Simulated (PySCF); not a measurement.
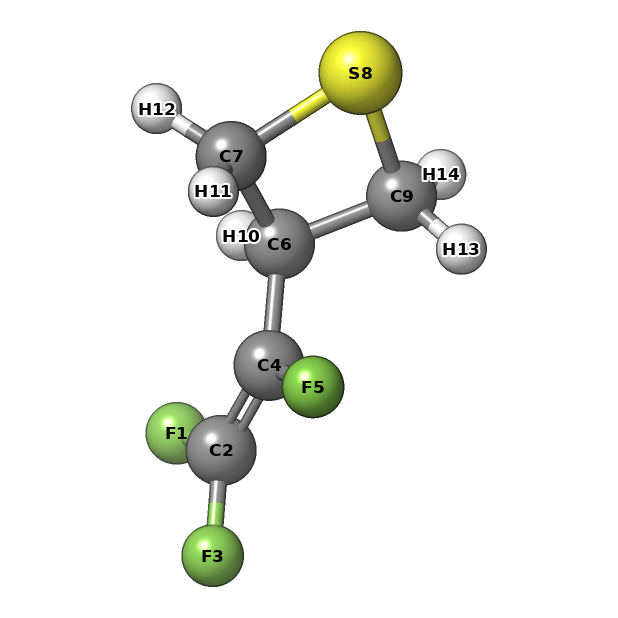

State: charge +1, doublet. The computed structure is the end point of a GFN2-xTB optimisation. No frequency run is at hand to confirm it as a minimum. Level of theory: UKS B3LYP, pcH-1 on C F H S, non-relativistic (PySCF 2.14.0).

Give the isotropic hyperfine couplings (Fermi-contact term alone) of F1, C2, F3, C4, F5, C6, C7, S8, C9, H10, H11, H12, H13, H14.

```
atom  isotope  a_iso (MHz)
  F1      19F         16.9
  C2      13C         −0.1
  F3      19F         16.8
  C4      13C          3.9
  F5      19F         23.4
  C6      13C         −2.2
  C7      13C        −13.2
  S8      33S         22.9
  C9      13C         −8.3
 H10       1H          8.8
 H11       1H         87.3
 H12       1H         90.2
 H13       1H         98.2
 H14       1H         48.5
```

The run warned: orbitally degenerate or nearly so: second-order g, spin-orbit hyperfine and D do not apply.
